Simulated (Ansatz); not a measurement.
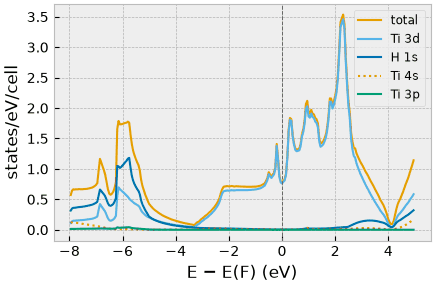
Figure: Total and projected density of states of TiH$_{2}$ in space group I4/mmm (No. 139; Ti on 2a, H on 4d), r²SCAN in the plane-wave PAW code Ansatz

Problem. Which orbitals carry the states next to the Fermi level?

Solution. Within 0.5 eV of the Fermi level: Ti 3d 98 %. Projections are on Löwdin-orthogonalised atomic valence shells; empty p or d shells of many metals are not among them.

Problem. Where is the tallest occupied peak in this window, and what makes it?

Solution. Near -6.2 eV, about 1.8 states/eV per cell; the largest projected share is H 1s.

The first step of the workflow began from a Materials Project structure, measured or hypothetical; the Crystallography Open Database files this formula in space group No. 139, but the cells were not matched. Its standing as an ambient phase is unchecked. The r²SCAN relaxation kept the symmetry of its start; its stability against distortions is not shown here. No spin polarisation was allowed.

Potentials: the later of the program's two PAW sets.
